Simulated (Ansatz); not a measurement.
| atom | x (Å) | y (Å) | z (Å) |
| --- | --- | --- | --- |
| Si | -0.4936 | 0.0500 | 0.5003 |
| O | 0.9827 | -0.2388 | -0.5101 |
| O | -1.2882 | -0.8073 | -0.5066 |
| H | 0.1560 | -0.7155 | -1.0387 |
| F | -0.6034 | 1.6214 | 0.5891 |
| F | -0.1283 | -0.4108 | 1.9563 |
| H | 1.3748 | 0.5010 | -0.9902 |

A transition-state structure; geometry: PBE0-D4/def2-TZVP.

All numbers below come from RKS PBE0-D4/def2-TZVPP (Ansatz 0.2.0).

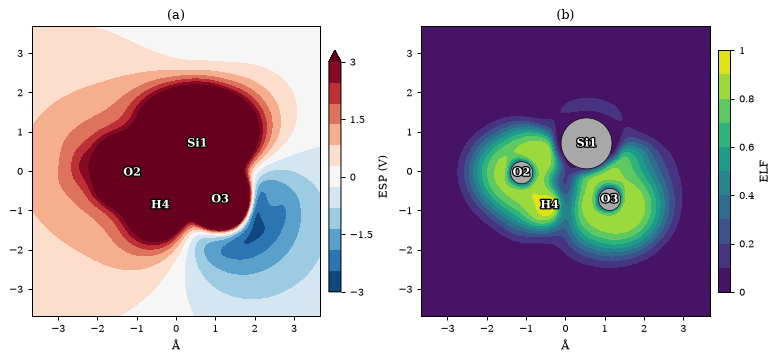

F2H2O2Si. (a) electrostatic potential; (b) electron localisation function on the plane of atoms O2, Si1 and O3. Grey discs cover the atomic cores in the ELF map.

### Read the bonding off the picture.

The section cuts through Si, O and H sites.
Si–O (1.54 Å): the ELF peaks at about 0.80 between the atoms: a polar covalent bond.
The ELF also peaks beside O3, away from the bonds: lone-pair regions.
Outside the dense part of the molecule the potential is most negative (−2.6 V) near O3.
